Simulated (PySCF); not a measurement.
**NMR shielding calculation, with input and output: C2H7NOSi2**

The run: NMR shielding calculation of C2H7NOSi2, SMILES CO[SiH2][SiH2]C#N. Method and program: GIAO HF/pcSseg-1 NMR shielding, non-relativistic, gas phase (PySCF 2.14.0).

The geometry comes from this level: PBE0-D3(BJ)/def2-SVP. Figures and captions count atoms from 1; the log counts them from 0 in places.

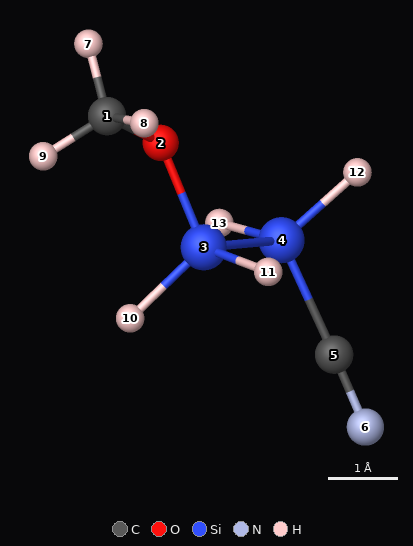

*The structure (ball-and-stick view, seen at a tilt; atoms are numbered from 1 in the order of the input).*

### Summary

- outcome: converged
- total energy: −786.949076 hartree
- HOMO: −11.44 eV
- LUMO: 2.54 eV
- dipole moment: 4.59 D
- isotropic shielding, C: 59.3 to 140.1 ppm
- isotropic shielding, O: 366.1 ppm
- isotropic shielding, Si: 418.6 to 481.9 ppm
- isotropic shielding, N: −123.9 ppm
- isotropic shielding, H: 27.1 to 28.4 ppm
- hardware: 1 CPU thread, shared host
- wall time: 7.7 s
- peak memory: 0.92 GiB

### Input
```
{"job": {"kind": "nmr", "xc": "HF", "basis": "pcSseg-1", "pop": false}, "charge": 0, "multiplicity": 1}
C     -2.671677    -0.144469     0.048553
O     -1.367810     0.370855    -0.018584
Si     0.013111    -0.556534     0.066571
Si     1.765823     0.981213    -0.153739
C      3.346442     0.006972    -0.019467
N      4.299376    -0.648445     0.072697
H     -3.383615     0.690511    -0.028548
H     -2.859286    -0.667641     1.004155
H     -2.879292    -0.848730    -0.778054
H      0.067324    -1.569921    -1.034430
H      0.113752    -1.276995     1.375025
H      1.785057     1.993442     0.939474
H      1.777807     1.654156    -1.483403
```

The first line tells a small driver script what to run in PySCF; the rest is the geometry in Å.

Launched with:
```bash
OMP_NUM_THREADS=1 python <driver script> task.json out
```

### Output
```
final grid: 106072 points
cycle   1  E = -786.8071537546  dE =  4.291e-01  |g| = 6.917e-01  |ddm| = 3.115e+00
cycle   2  E = -786.8943199240  dE = -8.717e-02  |g| = 5.125e-01  |ddm| = 7.834e-01
cycle   3  E = -786.9458823278  dE = -5.156e-02  |g| = 9.013e-02  |ddm| = 3.371e-01
cycle   4  E = -786.9486252998  dE = -2.743e-03  |g| = 4.170e-02  |ddm| = 1.087e-01
cycle   5  E = -786.9490426520  dE = -4.174e-04  |g| = 8.760e-03  |ddm| = 4.033e-02
cycle   6  E = -786.9490723370  dE = -2.968e-05  |g| = 3.232e-03  |ddm| = 1.267e-02
cycle   7  E = -786.9490759856  dE = -3.649e-06  |g| = 9.033e-04  |ddm| = 5.212e-03
cycle   8  E = -786.9490762494  dE = -2.638e-07  |g| = 2.116e-04  |ddm| = 1.377e-03
cycle   9  E = -786.9490762644  dE = -1.503e-08  |g| = 4.822e-05  |ddm| = 3.311e-04
cycle  10  E = -786.9490762655  dE = -1.106e-09  |g| = 1.030e-05  |ddm| = 9.850e-05
cycle  11  E = -786.9490762656  dE = -8.049e-11  |g| = 3.702e-06  |ddm| = 2.370e-05
converged SCF energy = -786.9490762656

GIAO shielding tensors (ppm)
atom      isotropic    diamagn.    paramagn.     s11        s22        s33       span
  0 C      140.140     236.888     -96.749    115.944    116.319    188.156     72.212
  1 O      366.147     401.884     -35.736    328.166    370.319    399.957     71.791
  2 Si     418.562     877.357    -458.795    367.808    389.430    498.448    130.640
  3 Si     481.943     876.955    -395.012    475.354    480.942    489.533     14.180
  4 C       59.271     264.026    -204.755    -59.598    -59.207    296.619    356.216
  5 N     -123.933     335.263    -459.195   -332.889   -332.311    293.402    626.291
  6 H       27.972      27.002       0.971     23.497     25.583     34.837     11.341
  7 H       28.387      27.669       0.717     24.230     26.198     34.732     10.502
  8 H       28.383      27.672       0.711     24.221     26.201     34.728     10.507
  9 H       27.132      30.587      -3.455     23.983     26.133     31.280      7.298
 10 H       27.131      30.618      -3.487     23.961     26.133     31.298      7.338
 11 H       27.794      28.726      -0.932     24.335     26.324     32.722      8.387
 12 H       27.796      28.698      -0.902     24.343     26.306     32.740      8.397
```

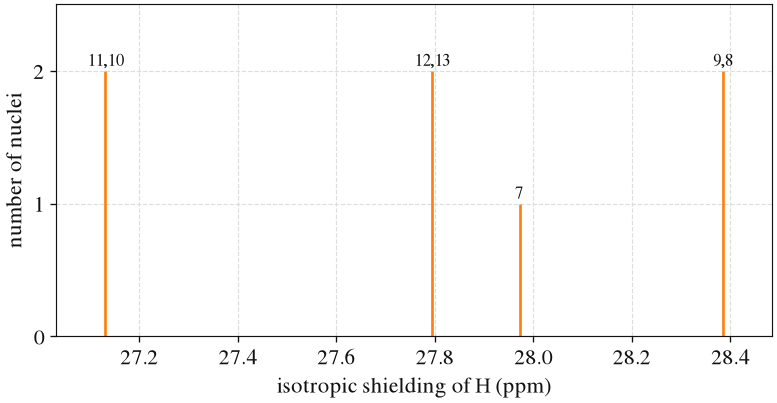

*Isotropic shieldings of the hydrogen nuclei in this fixed geometry, labelled by atom number; shielding grows to the right, so chemical shift grows to the left.*

The least shielded is H11 (27.1 ppm), the most shielded H8 (28.4 ppm).
